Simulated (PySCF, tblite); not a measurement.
# C₂H₉NSi₃: geometry, infrared bands and NMR shifts

What infrared bands and NMR shifts should C₂H₉NSi₃ (`N#C[SiH2][SiH2]C[SiH3]`) show?

Programs: tblite 0.8.0 and PySCF 2.14.0, with density-fitted response routines of our own. Each step states its level of theory. These are calculated values for one molecule in the gas phase, unless marked as measured. Atoms count from 0, in the outputs and in this text.

## Step 1: The molecule as given

15 atoms, charge 0, multiplicity 1; geometry from: force field or distance geometry start.

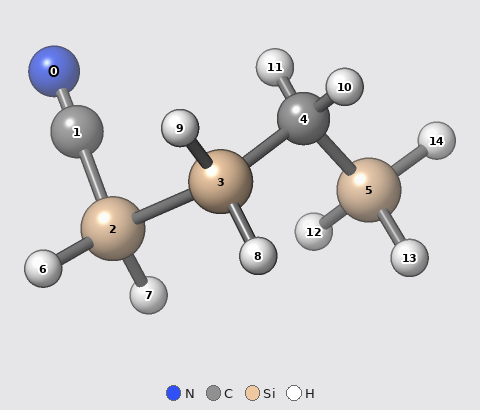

As it starts; nitrogen blue, carbon grey, silicon light orange, hydrogen white, atoms numbered.

## Step 2: Geometry optimisation with GFN2-xTB

Job settings and geometry (Å):

```
{"job": {"kind": "relax", "xc": "GFN2-xTB", "basis": "xTB"}, "charge": 0, "multiplicity": 1}
N      3.523500     1.131900    -0.040100
C      2.733000     0.471900     0.498100
Si     1.472800    -0.601900     1.367800
Si    -0.039600    -1.251500    -0.277100
C     -0.678900     0.146400    -1.272700
Si    -1.832700     1.147000    -0.241200
H      2.074700    -1.796400     1.999300
H      0.744200     0.160100     2.430200
H     -1.150200    -2.040200     0.336800
H      0.656600    -2.203400    -1.176800
H     -1.212900    -0.236300    -2.159000
H      0.141000     0.763000    -1.652800
H     -1.106300     1.695600     0.944900
H     -2.962200     0.328700     0.243200
H     -2.367500     2.293100    -1.022700
```

On the command line:

```bash
OMP_NUM_THREADS=1 python probes_run.py task.json out
```

The driver reads the jobs from task.json and runs them one after another.

The log of the run:

```text
step      E/eV     max force
  0    -459.77889    2.072
  1    -459.81845    5.401
  2    -459.90887    1.471
  3    -459.94128    0.636
  4    -459.95707    0.438
  5    -459.98557    0.820
  6    -460.00624    0.589
  7    -460.01830    0.269
  8    -460.02325    0.188
  9    -460.02755    0.231
 10    -460.03187    0.235
 11    -460.03528    0.180
 12    -460.03761    0.124
 13    -460.03956    0.142
 14    -460.04139    0.167
 15    -460.04288    0.127
 16    -460.04384    0.085
 17    -460.04453    0.094
 18    -460.04528    0.109
 19    -460.04614    0.095
 20    -460.04699    0.066
 21    -460.04769    0.064
 22    -460.04821    0.068
 23    -460.04863    0.067
 24    -460.04904    0.049
 25    -460.04950    0.066
 26    -460.04997    0.076
 27    -460.05036    0.060
 28    -460.05064    0.040
 29    -460.05086    0.039
 30    -460.05110    0.062
 31    -460.05138    0.064
 32    -460.05162    0.050
 33    -460.05179    0.032
 34    -460.05192    0.035
 35    -460.05204    0.031
 36    -460.05213    0.032
 37    -460.05222    0.028
 38    -460.05230    0.023
 39    -460.05236    0.022
 40    -460.05240    0.016
 41    -460.05243    0.019
 42    -460.05246    0.020
 43    -460.05251    0.031
 44    -460.05257    0.026
 45    -460.05261    0.015
 46    -460.05264    0.014
 47    -460.05267    0.029
 48    -460.05273    0.040
 49    -460.05280    0.037
 50    -460.05285    0.020
 51    -460.05289    0.017
 52    -460.05293    0.024
 53    -460.05300    0.041
 54    -460.05310    0.047
 55    -460.05319    0.030
 56    -460.05323    0.012
 57    -460.05326    0.013
 58    -460.05329    0.024
 59    -460.05333    0.029
 60    -460.05338    0.021
 61    -460.05341    0.014
 62    -460.05343    0.013
 63    -460.05345    0.023
 64    -460.05351    0.037
 65    -460.05360    0.047
 66    -460.05371    0.041
 67    -460.05379    0.020
 68    -460.05382    0.018
 69    -460.05385    0.017
 70    -460.05391    0.029
 71    -460.05402    0.041
 72    -460.05416    0.042
 73    -460.05429    0.030
 74    -460.05436    0.022
 75    -460.05443    0.029
 76    -460.05457    0.044
 77    -460.05485    0.071
 78    -460.05535    0.120
 79    -460.05590    0.102
 80    -460.05621    0.152
 81    -460.05611    0.159
 82    -460.05650    0.030
 83    -460.05655    0.034
 84    -460.05687    0.064
 85    -460.05714    0.056
 86    -460.05751    0.055
 87    -460.05771    0.021
 88    -460.05777    0.074
 89    -460.05784    0.031
 90    -460.05794    0.032
 91    -460.05798    0.293
 92    -460.05844    0.064
 93    -460.05864    0.028
 94    -460.05872    0.166
 95    -460.05889    0.040
 96    -460.05902    0.021
 97    -460.05952    0.085
 98    -460.05975    0.040
 99    -460.05998    0.049
100    -460.06019    0.143
101    -460.06038    0.091
102    -460.06064    0.031
103    -460.06106    0.110
104    -460.06129    0.066
105    -460.06149    0.057
106    -460.06182    0.044
107    -460.06208    0.036
108    -460.06258    0.048
109    -460.06296    0.050
110    -460.06318    0.040
111    -460.06327    0.023
112    -460.06334    0.048
113    -460.06344    0.062
114    -460.06358    0.071
115    -460.06372    0.049
116    -460.06380    0.020
117    -460.06383    0.012
118    -460.06386    0.011
119    -460.06389    0.011
120    -460.06392    0.011
121    -460.06394    0.010
122    -460.06397    0.010
123    -460.06399    0.011
124    -460.06402    0.013
125    -460.06405    0.012
126    -460.06407    0.010
127    -460.06408    0.006
```

Run time: 0.79 s. Hardware: 1 thread of Arm Neoverse V2, shared host.

Step by step: (not every step is listed)

| step | energy from step 0 (eV) | largest force (eV/Å) |
| --- | --- | --- |
| 0 | 0.0000 | 2.0723 |
| 1 | -0.0396 | 5.4006 |
| 2 | -0.1300 | 1.4711 |
| 3 | -0.1624 | 0.6363 |
| 4 | -0.1782 | 0.4383 |
| 5 | -0.2067 | 0.8200 |
| 6 | -0.2274 | 0.5892 |
| 7 | -0.2394 | 0.2688 |
| 8 | -0.2444 | 0.1880 |
| 19 | -0.2672 | 0.0949 |
| 30 | -0.2722 | 0.0620 |
| 41 | -0.2735 | 0.0187 |
| 52 | -0.2740 | 0.0237 |
| 63 | -0.2746 | 0.0233 |
| 74 | -0.2755 | 0.0221 |
| 85 | -0.2783 | 0.0560 |
| 96 | -0.2801 | 0.0211 |
| 107 | -0.2832 | 0.0357 |
| 118 | -0.2850 | 0.0110 |
| 122 | -0.2851 | 0.0099 |
| 123 | -0.2851 | 0.0112 |
| 124 | -0.2851 | 0.0132 |
| 125 | -0.2852 | 0.0116 |
| 126 | -0.2852 | 0.0097 |
| 127 | -0.2852 | 0.0064 |

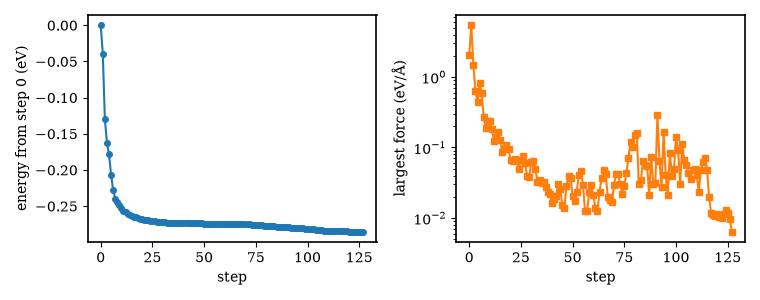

Energy and largest force along the relaxation.

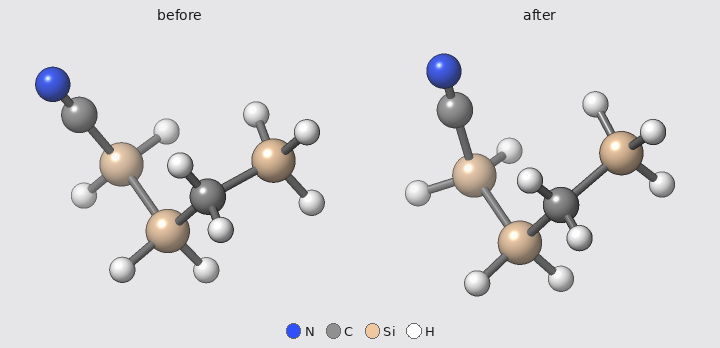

The geometry before (left) and after (right).

Close pairs (by a distance rule), those that changed most:

| bond | before (Å) | after (Å) | change (Å) |
| --- | --- | --- | --- |
| Si3–C4 | 1.831 | 1.902 | +0.070 |
| C4–Si5 | 1.843 | 1.903 | +0.060 |
| Si5–H12 | 1.495 | 1.464 | -0.031 |
| Si2–H7 | 1.497 | 1.468 | -0.029 |
| Si3–H8 | 1.494 | 1.471 | -0.023 |
| Si5–H14 | 1.487 | 1.464 | -0.022 |
| N0–C1 | 1.162 | 1.147 | -0.015 |
| C4–H10 | 1.103 | 1.091 | -0.013 |

The next job starts from the end point, and lists it.

## Step 3: Harmonic vibrations with GFN2-xTB

Job settings and geometry (Å):

```
{"job": {"kind": "ir", "xc": "GFN2-xTB", "basis": "xTB"}, "charge": 0, "multiplicity": 1}
N      2.825287     1.668840     0.316315
C      2.311557     0.734612     0.738143
Si     1.426072    -0.793554     1.346885
Si    -0.073997    -1.467998    -0.283309
C     -0.712784     0.016863    -1.284764
Si    -1.637176     1.347944    -0.288141
H      2.528567    -1.719386     1.637634
H      0.859530    -0.362034     2.630424
H     -1.217600    -2.164858     0.325950
H      0.549227    -2.433010    -1.205745
H     -1.366835    -0.348674    -2.077421
H      0.132908     0.490998    -1.785833
H     -0.706004     1.968381     0.655888
H     -2.734994     0.715432     0.449856
H     -2.188169     2.354434    -1.197793
```

The log of the run:

```text
mode    cm-1     km/mol
  1      25.8      2.80
  2      54.7      0.09
  3      62.3      4.05
  4     106.2      2.43
  5     138.1      1.50
  6     195.1      3.55
  7     252.8      7.78
  8     312.1      3.04
  9     355.9     46.97
 10     428.1     10.49
 11     446.1      3.24
 12     494.5     16.68
 13     515.4     51.06
 14     550.6      4.24
 15     582.8     20.89
 16     605.3    136.63
 17     634.0     25.39
 18     674.0    372.69
 19     706.7     92.92
 20     734.5    311.52
 21     782.7    163.82
 22     788.6    170.51
 23     790.1    300.15
 24     797.7    432.81
 25     817.6     55.45
 26     819.6    168.11
 27    1021.3      3.41
 28    1135.1     69.80
 29    1453.2      0.54
 30    2164.5    234.95
 31    2185.7    172.25
 32    2210.0    525.89
 33    2222.2    151.33
 34    2241.1    441.98
 35    2258.9    347.30
 36    2259.9    230.65
 37    2341.0     55.16
 38    2963.3     40.12
 39    2973.7     13.37
```

Run time: 0.51 s. Hardware: 1 thread of Arm Neoverse V2, shared host.

Which atoms move in the most intense modes:

| cm⁻¹ | km/mol | atoms |
| --- | --- | --- |
| 674 | 372.7 | H6 27 %, Si2 27 %, H7 26 % |
| 734 | 311.5 | C4 19 %, H8 14 %, H10 14 %, H12 12 % |
| 790 | 300.1 | H13 48 %, H14 32 % |
| 798 | 432.8 | H13 28 %, H12 27 %, H14 20 %, Si5 11 % |
| 2164 | 234.9 | H9 81 %, H8 10 % |
| 2210 | 525.9 | H6 72 %, H7 19 % |
| 2241 | 442.0 | H13 92 % |
| 2259 | 347.3 | H14 93 % |

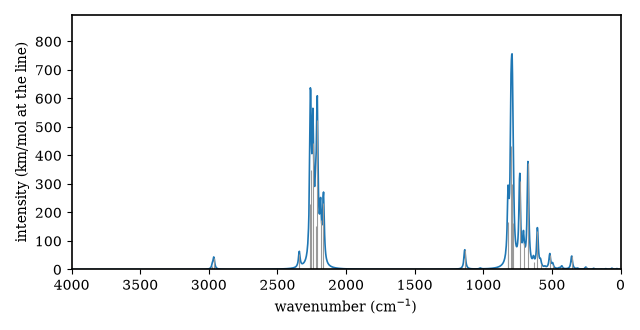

The infrared spectrum from these modes, unscaled. Lines are broadened to a width of 14 cm⁻¹ (Lorentzian).

## Step 4: NMR shieldings: PBE0/pcSseg-1

The job, as its differences from that of step 3:

```diff
@@ -1,2 +1,2 @@
-{"job": {"kind": "ir", "xc": "GFN2-xTB", "basis": "xTB"}, "charge": 0, "multiplicity": 1}
+{"job": {"kind": "nmr", "xc": "PBE0", "basis": "pcSseg-1"}, "charge": 0, "multiplicity": 1}
 N      2.825287     1.668840     0.316315
```

Level: GIAO PBE0/pcSseg-1 NMR shielding, non-relativistic, gas phase.

The log of the run:

```text
coarse grid: 13688 points
cycle   1  E = -1004.1776051482  dE =  1.651e-01  |g| = 4.593e-01  |ddm| = 3.454e+00
cycle   2  E = -1004.0602387037  dE =  1.174e-01  |g| = 8.389e-01  |ddm| = 9.410e-01
cycle   3  E = -1004.2264954972  dE = -1.663e-01  |g| = 1.678e-01  |ddm| = 6.171e-01
cycle   4  E = -1004.2322983842  dE = -5.803e-03  |g| = 4.345e-02  |ddm| = 1.249e-01
cycle   5  E = -1004.2327485964  dE = -4.502e-04  |g| = 1.017e-02  |ddm| = 4.515e-02
cycle   6  E = -1004.2327768206  dE = -2.822e-05  |g| = 1.542e-03  |ddm| = 1.224e-02
cycle   7  E = -1004.2327775429  dE = -7.223e-07  |g| = 2.542e-04  |ddm| = 2.320e-03
final grid: 117536 points
cycle   8  E = -1004.2653427188  dE = -1.614e-05  |g| = 4.953e-03  |ddm| = 1.954e-02
cycle   9  E = -1004.2653377476  dE =  4.971e-06  |g| = 6.515e-03  |ddm| = 9.959e-03
cycle  10  E = -1004.2653486293  dE = -1.088e-05  |g| = 1.173e-03  |ddm| = 5.841e-03
cycle  11  E = -1004.2653488767  dE = -2.474e-07  |g| = 4.975e-04  |ddm| = 8.672e-04
cycle  12  E = -1004.2653489302  dE = -5.357e-08  |g| = 6.987e-05  |ddm| = 3.458e-04
cycle  13  E = -1004.2653489314  dE = -1.183e-09  |g| = 1.543e-05  |ddm| = 7.343e-05
cycle  14  E = -1004.2653489315  dE = -6.071e-11  |g| = 2.199e-06  |ddm| = 2.098e-05
converged SCF energy = -1004.2653489315

GIAO shielding tensors (ppm)
atom      isotropic    diamagn.    paramagn.     s11        s22        s33       span
  0 N     -102.944     338.072    -441.016   -305.576   -300.592    297.337    602.914
  1 C       64.845     264.429    -199.585    -48.183    -45.651    288.369    336.552
  2 Si     453.360     879.972    -426.612    427.948    461.512    470.619     42.670
  3 Si     426.844     881.273    -454.430    400.981    403.608    475.941     74.960
  4 C      202.124     259.138     -57.015    193.469    200.692    212.210     18.740
  5 Si     422.254     881.101    -458.847    395.084    405.917    465.761     70.678
  6 H       27.485      27.215       0.270     23.678     25.449     33.329      9.651
  7 H       27.410      28.595      -1.185     24.542     25.159     32.527      7.985
  8 H       27.696      29.884      -2.188     24.399     25.629     33.060      8.660
  9 H       27.312      29.408      -2.095     23.402     25.029     33.506     10.105
 10 H       31.545      31.095       0.450     25.547     28.505     40.581     15.034
 11 H       31.475      34.260      -2.785     26.896     28.449     39.081     12.186
 12 H       27.558      31.410      -3.852     23.375     27.566     31.733      8.358
 13 H       27.818      30.052      -2.233     24.424     26.112     32.919      8.495
 14 H       27.497      29.545      -2.048     23.836     24.993     33.663      9.828
```

Run time: 30 s. Hardware: 1 thread of Arm Neoverse V2, shared host; peak memory 0.75 GiB.

The references, computed at this level on geometries of the same kind, shield at (ppm): 1H TMS 31.72, 13C TMS 186.9, 29Si TMS 349.2, 15N NH3 267.7. Their shielding less the atom's gives the shift. The references are single molecules in the gas phase, so shifts against H2O, NH3, PH3, H3PO4 or CFCl3 are not on the usual liquid scales and can be off by tens of ppm. Atoms listed in one row are averaged.

| atoms | environment | σ (ppm) | δ (ppm) | δ scaled to CDCl3 |
| --- | --- | --- | --- | --- |
| C1 | nitrile carbon | 64.8 | 122.1 | 117.2 |
| C4 | sp3 CH2 bonded to 2 Si | 202.1 | -15.2 | -16.7 |
| H6, H7 | hydrogen on a silicon bonded to C, Si | 27.45 | 4.27 | – |
| H8, H9 | hydrogen on a silicon bonded to C, Si | 27.50 | 4.21 | – |
| H12, H13, H14 | hydrogen on a silicon bonded to C | 27.62 | 4.09 | – |
| H10, H11 | hydrogen on an sp3 CH2 bonded to 2 Si | 31.51 | 0.21 | 0.30 |
| N0 | nitrile nitrogen | -102.9 | 370.7 | – |
| Si5 | silicon bonded to C, 3 H | 422.3 | -73.1 | – |
| Si3 | silicon bonded to C, Si, 2 H | 426.8 | -77.7 | – |
| Si2 | silicon bonded to C, Si, 2 H | 453.4 | -104.2 | – |

The scaled column applies a straight-line fit of computed shieldings to shifts measured in CDCl3 (root-mean-square error 0.16 ppm for H, 1.9 ppm for C).

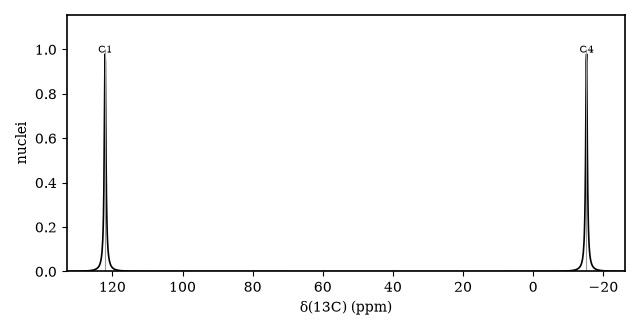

13C lines at the computed shifts, without couplings. Lines are broadened to a width of 0.55 ppm (Lorentzian).

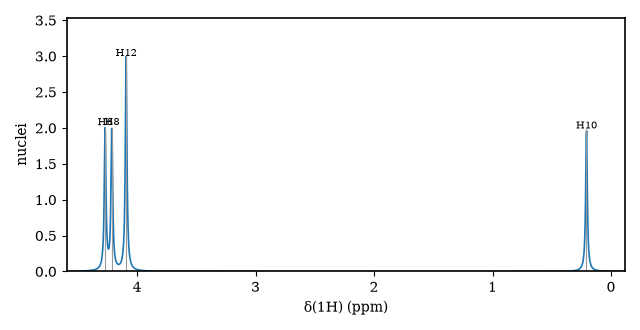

1H lines at the computed shifts, without couplings. Lines are broadened to a width of 0.02 ppm (Lorentzian).

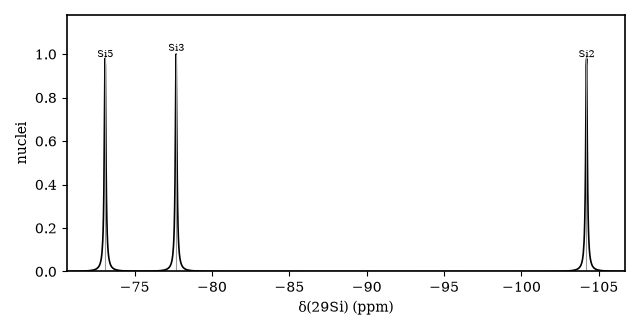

29Si lines at the computed shifts, without couplings. Lines are broadened to a width of 0.12 ppm (Lorentzian).

Charges from the same density, by scheme (e):

| atoms | Mulliken | IAO | Hirshfeld | ESP fit |
| --- | --- | --- | --- | --- |
| N0 | -0.21 | -0.20 | -0.20 | -0.40 |
| C1 | -0.19 | -0.15 | -0.03 | 0.21 |
| Si2 | 0.38 | 0.43 | 0.29 | 0.18 |
| Si3 | 0.32 | 0.48 | 0.26 | 0.36 |
| C4 | -0.85 | -0.81 | -0.24 | -0.51 |
| Si5 | 0.49 | 0.60 | 0.32 | 0.45 |

Mulliken charges:

N0 -0.21; C1 -0.19; Si2 0.38; Si3 0.32; C4 -0.85; Si5 0.49; H6 -0.02; H7 -0.02; H8 -0.03; H9 -0.03; H10 0.18; H11 0.19; H12 -0.06; H13 -0.08; H14 -0.07

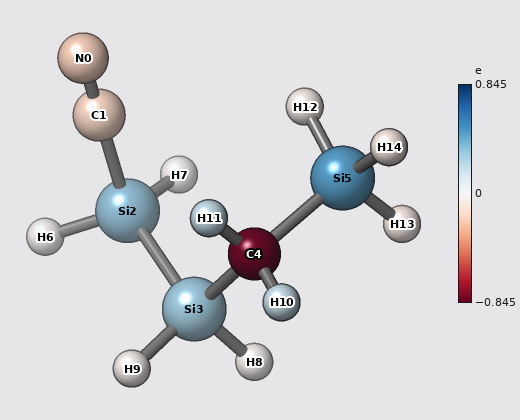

Mulliken charges, as colours on the atoms.

Mayer bond orders: N0–C1 2.93, C1–Si2 0.82, Si2–Si3 0.90, Si3–C4 0.93, C4–Si5 0.91.

Orbitals, density, ELF and potential are computed afterwards from the orbital file.

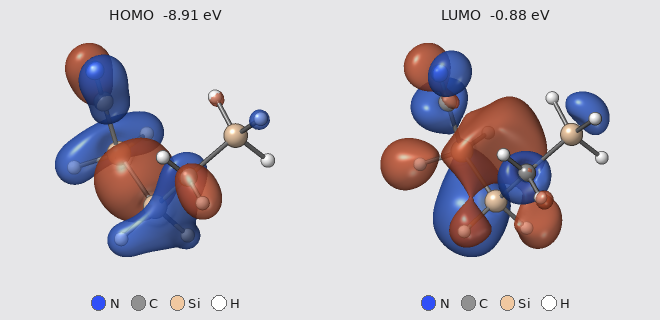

Frontier orbitals at PBE0/pcSseg-1; each surface holds 70 % of the orbital's density, blue and red mark the sign.

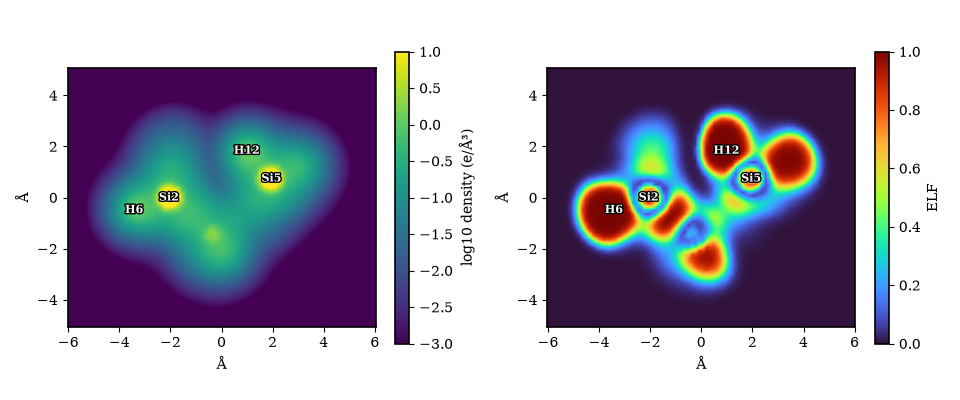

Density (left) and ELF (right) in a plane through or near 4 of the atoms.

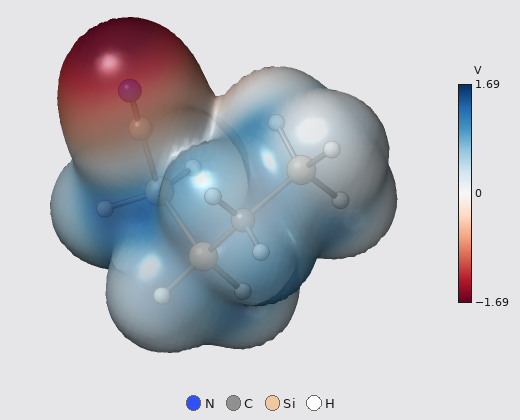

Electrostatic potential on the surface of density 0.002 e/bohr³; red is low, blue high. It runs from -1.69 V near N0 to 1.65 V near Si2.

## Step 5: Outcome

```
                                                              quantity                       value
                             strongest single infrared mode (GFN2-xTB)       2210 cm⁻¹, 526 km/mol
                                          zero-point energy (GFN2-xTB)               57.3 kcal/mol
                                13C shifts against TMS (PBE0/pcSseg-1)            122.1, -15.2 ppm
1H shifts against TMS (PBE0/pcSseg-1, means over atoms taken as alike)  4.27, 4.21, 4.09, 0.21 ppm
                                15N shifts against NH3 (PBE0/pcSseg-1)                   370.7 ppm
                               29Si shifts against TMS (PBE0/pcSseg-1)    -73.1, -77.7, -104.2 ppm
                                 surface potential, least and greatest          -1.69 V and 1.65 V
```

**Reading.** Over 127 steps the energy fell by 0.285 eV; of the close pairs, Si3–C4 changed most, 1.831 to 1.902 Å. All 39 modes are real, so the xTB geometry is a minimum. The strongest single mode, at 2210 cm⁻¹, moves mainly H6. GFN2-xTB is a fitted tight-binding method: band positions and strengths are rough. Its intensities can rank the bands wrongly. The most deshielded carbon is C1 (nitrile carbon), at 122.1 ppm: this is the usual window of a C≡N carbon, which has no attached hydrogen. At PBE0/pcSseg-1: The largest span, 603 ppm, is at N0, where the paramagnetic term is -441 ppm. At PBE0/pcSseg-1, counted by nearest atom on the grid, the HOMO lies on Si2, Si3 about 21 % each; N0 13 %, the LUMO on Si2 18 %; Si3 13 %.
